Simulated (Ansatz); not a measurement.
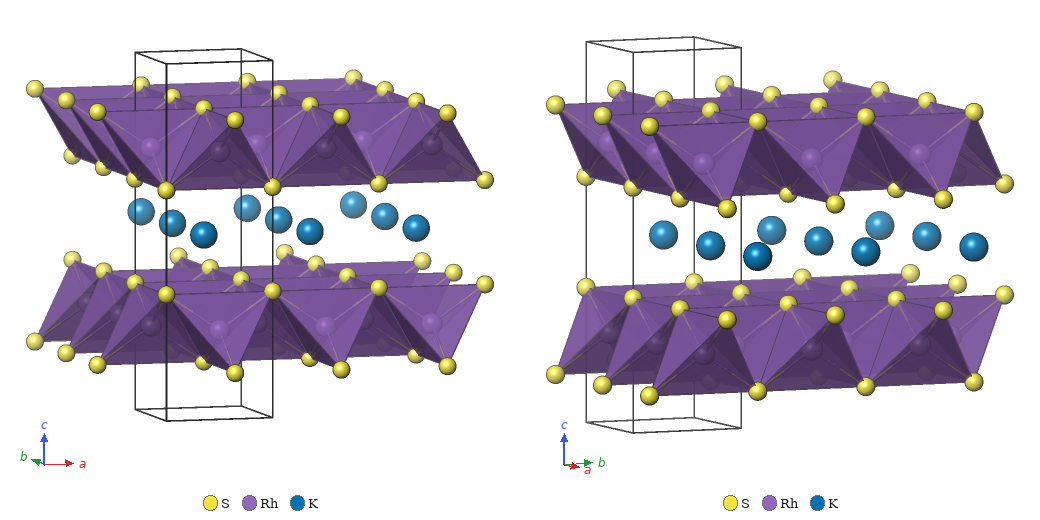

Polyhedra are drawn about Rh (bonds: Rh–S below 2.7 Å); other atoms are plain spheres. Two views of the same piece.

KRh₂S₂ (space group I4/mmm, No. 139). Coordinates: coordinates from a relaxation with DFT, PAW plane waves, r2scan (Ansatz 0.2.0); the starting structure was generated, so it need not be a known form of this composition.

What figure surrounds each Rh atom, and what does it share with the other drawn polyhedra?

Answer. Rh: RhS4 tetrahedron, sharing corners with four neighbours and edges with four neighbours.

What is the connectivity of the polyhedra: isolated, groups, chains, layers or framework?

Answer. They form layers of corner- and edge-sharing tetrahedra parallel to (001). Their corner atoms also have K as close neighbours (those links are not drawn).
